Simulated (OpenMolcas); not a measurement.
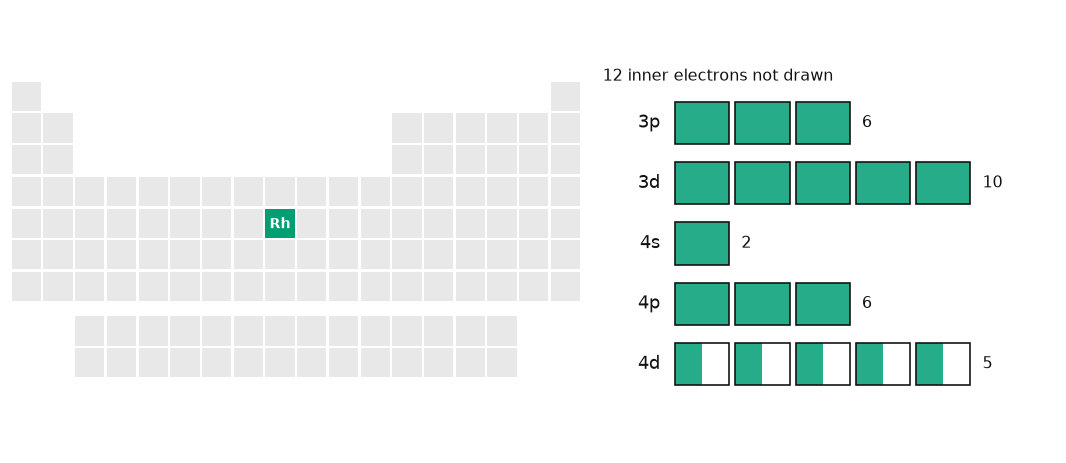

Left, the place of rhodium in the periodic table; right, the outer shells of the leading configuration of the lowest level: a box for each of the 2l + 1 orbitals, shaded by the share of the shell that is filled, with the electron count at the right.

# Multiconfigurational calculation for Rh⁴⁺ complex (part 1 of 2)

- system: Rh⁴⁺ with 6 ligands (F; octahedron, 1.91 Å), neutralised by 6 outer point charges of +0.33 e, whose field is part of the energies.
- method: state-averaged CASSCF, active space 5 electrons in the shell 4d, basis ANO-RCC-VDZP on the metal and ANO-RCC-VDZP on the ligands, DKH2 scalar Hamiltonian, spin-orbit coupling by RASSI with atomic mean-field integrals (OpenMolcas)

**Output (extracts)**
```
--- SEWARD ---
Basis set label: RH.ANO-RCC...6S5P3D1F.

      Electronic valence basis set:
      ------------------
      Associated Effective Charge  45.000000 au
      Associated Actual Charge     45.000000 au
      Nuclear Model: Point charge

      Shell  nPrim  nBasis  Cartesian Spherical Contaminant
         s      21       6        X
         p      18       5        X
         d      13       3                 X
         f       6       1                 X
                  Relativistic Douglas-Kroll-Hess integrals:
                    - DKH order of Hamiltonian: 2
                    - DKH order of Properties : 0
                  Atomic mean-field integrals
--- RASSCF ---
Wave function specifications:
      -----------------------------

      Number of closed shell electrons          96
      Number of electrons in active shells       5
      Max number of holes in RAS1 space          0
      Max nr of electrons in RAS3 space          0
      Number of inactive orbitals               48
      Number of active orbitals                  5
      Number of secondary orbitals              74
      Spin quantum number                      2.5
      State symmetry                             1
Orbital specifications:
      -----------------------

      Symmetry species                           1   2
                                                ag  au
      Frozen orbitals                            0   0
      Inactive orbitals                         24  24
      Active orbitals                            5   0
      RAS1 orbitals                              0   0
      RAS2 orbitals                              5   0
      RAS3 orbitals                              0   0
      Secondary orbitals                        34  40
      Deleted orbitals                           0   0
      Number of basis functions                 63  64
      Number of CSFs                             1
      Number of root(s) required                 1
      Iter CI   SX   CI       RASSCF       Energy    max ROT     max BLB   max BLB  Level Ln srch  Step   QN
          iter iter root      energy       change     param      element    value   shift minimum  type update
 Nr of preliminary CI iterations:   1
      Total energies have been shifted. Add                -5000.00 au
        1   1    9    1  -376.72166663    0.00E+00  -1.07E-01*  29  35 1  4.48E-01*  1.43   0.00    SX    NO
        2   1   10    1  -377.86850758   -1.15E+00* -1.07E-01*  29  35 1  1.50E-01*  1.07   0.00    SX    NO
        3   1   10    1  -378.10784034   -2.39E-01* -6.28E-02   24  27 1  7.96E-02*  0.86   0.00    SX    NO
        4   1    9    1  -378.15542421   -4.76E-02*  3.32E-02   24  27 1  4.16E-02*  0.79   0.00    SX    NO
        5   1    9    1  -378.16863581   -1.32E-02*  3.30E-02   24  27 1  2.43E-02*  0.77   2.17    LS   YES
        6   1    9    1  -378.17401368   -5.38E-03*  1.04E-02   27  33 1 -1.12E-02*  0.75   1.18    QN   YES
        7   1    9    1  -378.17501972   -1.01E-03*  5.62E-03    7  35 2 -6.12E-03*  0.74   1.55    LS   YES
        8   1    8    1  -378.17516548   -1.46E-04*  1.09E-03    8  36 2 -5.16E-03*  0.74   1.03    QN   YES
        9   1    8    1  -378.17526258   -9.71E-05*  9.94E-04   12  30 1 -1.05E-03*  0.74   1.33    QN   YES
       10   1    7    1  -378.17527984   -1.73E-05* -7.21E-04    7  35 2  5.70E-04*  0.74   1.23    QN   YES
       11   1    7    1  -378.17528339   -3.54E-06* -4.19E-04    7  35 2  3.29E-04*  0.74   1.47    QN   YES
       12   1    6    1  -378.17528442   -1.03E-06*  1.21E-04   12  36 1 -1.54E-04*  0.74   1.24    QN   YES
       13   1    6    1  -378.17528459   -1.71E-07* -7.42E-05   12  36 1 -6.80E-05   0.74   1.49    QN   YES
       14   1    5    1  -378.17528464   -5.14E-08* -1.77E-05   12  32 2  3.05E-05   0.74   1.25    QN   YES
       15   1    5    1  -378.17528465   -6.64E-09   5.55E-06   24  34 2  1.07E-05   0.74   1.29    QN   YES
      Convergence after 15 iterations
       16   1    5    1  -378.17528465   -9.43E-10   5.55E-06   12  36 1  5.29E-06   0.74   1.29    QN   YES
      Natural orbitals and occupation numbers for root  1
      sym 1:   1.000000   1.000000   1.000000   1.000000   1.000000
::    RASSCF root number  1 Total energy:  -5378.17528465
--- RASSCF ---
Wave function specifications:
      -----------------------------

      Number of closed shell electrons          96
      Number of electrons in active shells       5
      Max number of holes in RAS1 space          0
      Max nr of electrons in RAS3 space          0
      Number of inactive orbitals               48
      Number of active orbitals                  5
      Number of secondary orbitals              74
      Spin quantum number                      1.5
      State symmetry                             1
Orbital specifications:
      -----------------------

      Symmetry species                           1   2
                                                ag  au
      Frozen orbitals                            0   0
      Inactive orbitals                         24  24
      Active orbitals                            5   0
      RAS1 orbitals                              0   0
      RAS2 orbitals                              5   0
      RAS3 orbitals                              0   0
      Secondary orbitals                        34  40
      Deleted orbitals                           0   0
      Number of basis functions                 63  64
      Number of CSFs                            24
      Number of root(s) required                24
      Iter CI   SX   CI       RASSCF       Energy    max ROT     max BLB   max BLB  Level Ln srch  Step   QN
          iter iter root      energy       change     param      element    value   shift minimum  type update
 Nr of preliminary CI iterations:   1
      Total energies have been shifted. Add                -5000.00 au
        1   1    9    0  -378.03815341    0.00E+00  -1.36E-02   25  31 1 -1.66E-02*  0.77   0.00    SX    NO
        2   1    9    0  -378.04030852   -2.16E-03*  8.60E-03   21  28 1 -9.50E-03*  0.77   0.00    SX    NO
        3   1    9    0  -378.04106766   -7.59E-04* -5.69E-03   21  28 1 -6.28E-03*  0.76   0.00    SX    NO
        4   1    9    0  -378.04136211   -2.94E-04* -3.77E-03   21  28 1 -4.16E-03*  0.76   0.00    SX    NO
        5   1    8    0  -378.04148205   -1.20E-04* -5.53E-03   19  25 1 -2.80E-03*  0.76   2.50    LS   YES
        6   1    7    0  -378.04156449   -8.24E-05* -1.72E-03   18  30 1 -8.42E-04*  0.76   1.24    QN   YES
        7   1    7    0  -378.04157161   -7.12E-06*  7.50E-04   16  29 1  5.70E-04*  0.76   1.39    QN   YES
        8   1    7    0  -378.04157398   -2.37E-06*  4.30E-04   17  27 1 -3.62E-04*  0.76   1.57    LS   YES
        9   1    7    0  -378.04157434   -3.63E-07*  2.99E-04   17  27 1 -2.43E-04*  0.76   1.00    QN   YES
       10   1    6    0  -378.04157478   -4.43E-07*  1.74E-04   16  29 1  9.79E-05   0.76   1.58    LS   YES
       11   1    6    0  -378.04157485   -6.97E-08*  3.69E-05   18  34 2  6.62E-05   0.76   1.00    QN   YES
       12   1    6    0  -378.04157488   -2.30E-08* -3.89E-05   16  32 2  3.56E-05   0.76   2.06    QN   YES
       13   1    5    0  -378.04157489   -9.24E-09  -3.41E-06   18  30 1  8.63E-06   0.76   1.02    QN   YES
      Convergence after 13 iterations
       14   1    5    0  -378.04157489   -2.37E-10  -3.41E-06   18  36 1  4.79E-06   0.76   1.02    QN   YES
      Natural orbitals and occupation numbers for root  1
      sym 1:   0.999294   1.990402   0.009596   1.000136   1.000572
      Natural orbitals and occupation numbers for root  2
      sym 1:   1.000115   0.999353   0.009577   1.990422   1.000533
      Natural orbitals and occupation numbers for root  3
      sym 1:   1.990509   1.000028   1.000277   0.999695   0.009490
::    RASSCF root number  1 Total energy:  -5378.18793499
::    RASSCF root number  2 Total energy:  -5378.18793499
::    RASSCF root number  3 Total energy:  -5378.18793499
::    RASSCF root number  4 Total energy:  -5378.15954363
::    RASSCF root number  5 Total energy:  -5378.15954363
::    RASSCF root number  6 Total energy:  -5378.15954363
::    RASSCF root number  7 Total energy:  -5378.07652052
::    RASSCF root number  8 Total energy:  -5378.06958732
::    RASSCF root number  9 Total energy:  -5378.06958732
::    RASSCF root number 10 Total energy:  -5378.05694703
::    RASSCF root number 11 Total energy:  -5378.05694703
::    RASSCF root number 12 Total energy:  -5378.05694703
::    RASSCF root number 13 Total energy:  -5378.04799663
::    RASSCF root number 14 Total energy:  -5378.04799663
::    RASSCF root number 15 Total energy:  -5378.00918669
::    RASSCF root number 16 Total energy:  -5378.00918669
::    RASSCF root number 17 Total energy:  -5378.00918669
::    RASSCF root number 18 Total energy:  -5378.00239900
::    RASSCF root number 19 Total energy:  -5377.92192006
::    RASSCF root number 20 Total energy:  -5377.92192006
::    RASSCF root number 21 Total energy:  -5377.92192006
::    RASSCF root number 22 Total energy:  -5377.89237089
::    RASSCF root number 23 Total energy:  -5377.89237089
::    RASSCF root number 24 Total energy:  -5377.89237089
--- RASSCF ---
Wave function specifications:
      -----------------------------

      Number of closed shell electrons          96
      Number of electrons in active shells       5
      Max number of holes in RAS1 space          0
      Max nr of electrons in RAS3 space          0
      Number of inactive orbitals               48
      Number of active orbitals                  5
      Number of secondary orbitals              74
      Spin quantum number                      0.5
      State symmetry                             1
Orbital specifications:
      -----------------------

      Symmetry species                           1   2
                                                ag  au
      Frozen orbitals                            0   0
      Inactive orbitals                         24  24
      Active orbitals                            5   0
      RAS1 orbitals                              0   0
      RAS2 orbitals                              5   0
      RAS3 orbitals                              0   0
      Secondary orbitals                        34  40
      Deleted orbitals                           0   0
      Number of basis functions                 63  64
      Number of CSFs                            75
      Number of root(s) required                75
      Iter CI   SX   CI       RASSCF       Energy    max ROT     max BLB   max BLB  Level Ln srch  Step   QN
          iter iter root      energy       change     param      element    value   shift minimum  type update
 Nr of preliminary CI iterations:   1
      Total energies have been shifted. Add                -5000.00 au
        1   1    9    0  -377.96343562    0.00E+00  -8.53E-03   20  28 1 -9.44E-03*  0.74   0.00    SX    NO
        2   1    9    0  -377.96423115   -7.96E-04*  5.22E-03   20  28 1 -5.78E-03*  0.74   0.00    SX    NO
        3   1    9    0  -377.96451034   -2.79E-04* -3.57E-03   20  28 1 -3.95E-03*  0.74   0.00    SX    NO
        4   1    8    0  -377.96462011   -1.10E-04* -2.37E-03   20  28 1 -2.62E-03*  0.74   0.00    SX    NO
        5   1    8    0  -377.96466591   -4.58E-05* -3.50E-03   20  28 1 -1.80E-03*  0.74   2.50    LS   YES
        6   1    7    0  -377.96469871   -3.28E-05* -1.32E-03   20  28 1 -5.82E-04*  0.74   1.29    QN   YES
        7   1    7    0  -377.96470241   -3.71E-06*  4.98E-04   16  27 1 -3.30E-04*  0.74   1.41    QN   YES
        8   1    7    0  -377.96470352   -1.11E-06*  7.44E-04   16  27 1 -1.75E-04*  0.74   2.50    LS   YES
        9   1    7    0  -377.96470320    3.22E-07*  3.26E-04   16  34 2  2.48E-04*  0.74   0.37    LS   YES
       10   1    7    0  -377.96470359   -3.93E-07* -2.85E-04   17  33 2  1.46E-04*  0.74   2.50    QN   YES
       11   1    6    0  -377.96470385   -2.58E-07*  7.58E-05   17  33 2  4.66E-05   0.74   1.22    QN   YES
       12   1    5    0  -377.96470393   -7.65E-08* -1.61E-05   18  32 2  2.22E-05   0.74   1.02    QN   YES
       13   1    5    0  -377.96470393   -2.90E-09  -1.17E-05   18  30 1  8.02E-06   0.74   1.90    QN   YES
      Convergence after 13 iterations
       14   1    5    0  -377.96470393   -8.53E-10  -1.17E-05   18  30 1  3.20E-06   0.74   1.90    QN   YES
      Natural orbitals and occupation numbers for root  1
      sym 1:   0.029331   1.972267   0.007353   1.972132   1.018918
      Natural orbitals and occupation numbers for root  2
      sym 1:   0.007354   1.018907   0.029321   1.972144   1.972274
      Natural orbitals and occupation numbers for root  3
      sym 1:   0.007296   1.971735   0.029782   1.019435   1.971751
::    RASSCF root number  1 Total energy:  -5378.24890140
::    RASSCF root number  2 Total energy:  -5378.24890140
::    RASSCF root number  3 Total energy:  -5378.24890140
::    RASSCF root number  4 Total energy:  -5378.14038144
::    RASSCF root number  5 Total energy:  -5378.14038144
::    RASSCF root number  6 Total energy:  -5378.14038144
::    RASSCF root number  7 Total energy:  -5378.13774717
::    RASSCF root number  8 Total energy:  -5378.12805707
::    RASSCF root number  9 Total energy:  -5378.12805707
::    RASSCF root number 10 Total energy:  -5378.12805707
::    RASSCF root number 11 Total energy:  -5378.11917333
::    RASSCF root number 12 Total energy:  -5378.11917333
::    RASSCF root number 13 Total energy:  -5378.09492871
::    RASSCF root number 14 Total energy:  -5378.09492871
::    RASSCF root number 15 Total energy:  -5378.09492871
::    RASSCF root number 16 Total energy:  -5378.08918525
::    RASSCF root number 17 Total energy:  -5378.08918525
::    RASSCF root number 18 Total energy:  -5378.08918525
::    RASSCF root number 19 Total energy:  -5378.07110727
::    RASSCF root number 20 Total energy:  -5378.04936067
::    RASSCF root number 21 Total energy:  -5378.04936067
::    RASSCF root number 22 Total energy:  -5378.02788989
::    RASSCF root number 23 Total energy:  -5378.01640347
::    RASSCF root number 24 Total energy:  -5378.01640347
::    RASSCF root number 25 Total energy:  -5378.01640347
::    RASSCF root number 26 Total energy:  -5378.00457146
::    RASSCF root number 27 Total energy:  -5378.00457146
::    RASSCF root number 28 Total energy:  -5377.99483098
::    RASSCF root number 29 Total energy:  -5377.99483098
::    RASSCF root number 30 Total energy:  -5377.99483098
```

(Continued in part 2.) Outcome of the run: converged.
